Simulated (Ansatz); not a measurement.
Cost and result by functional for the surface energy, mean of two unlike faces, of the (10-11) surface of wurtzite CdS in its 1x1 cell (cut with top plane Cd, bottom plane Cd), relaxed from an ideal cut (the real face may reconstruct), with unlike faces, outermost plane spacing 1.47 Å in the ideal cut (in the relaxation 2 Cd–S bonds formed; 1 Cd–S bonds broke; S ended outermost), in Ansatz (plane waves, PAW). Single points on the PBE structure, on one kind of machine; costs are rough ratios of the slab run's core time (references not counted) to the cheapest single point. r2SCAN's cost holds its higher cutoff (500 against 420 eV). Differences are taken against HSE06 for comparison alone: no measured value is at hand, so the table doesn't rank accuracy. HSE06 ran on a coarser k-mesh, which lowers its cost and carries part of its shift.

Slab: 16 atoms, Cd8S8, 12.3 Å thick at the start; k 6x4x1, smearing 0.025 eV, dipole-corrected; all atoms relaxed; held to the part of the start's symmetry that mesh and held atoms allow; no spin, no spin-orbit, no U. These notes are the PBE run's.

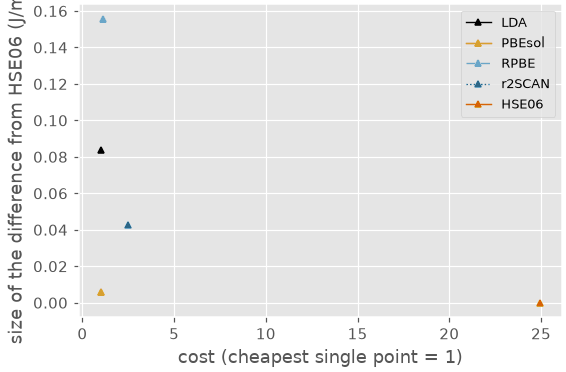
Figure: Difference from HSE06 against cost

```
functional                     relative cost  surface energy, mean of two unlike faces, (J/m²)  less HSE06 (J/m²)
-----------------------------  -------------  ------------------------------------------------  -----------------
LDA                                        1                                              0.69               0.08
PBEsol                                     1                                              0.60              -0.01
RPBE                                       1                                              0.45              -0.16
r2SCAN                                     2                                              0.64               0.04
HSE06                                     20                                              0.60               0.00
PBE (the relaxed run's value)              –                                              0.53              -0.07
```

The values span 0.24 J/m², while the single points' costs differ by a factor of roughly 20. Differences are of unrounded values.

Ansatz is a quantum-chemistry and plane-wave program.
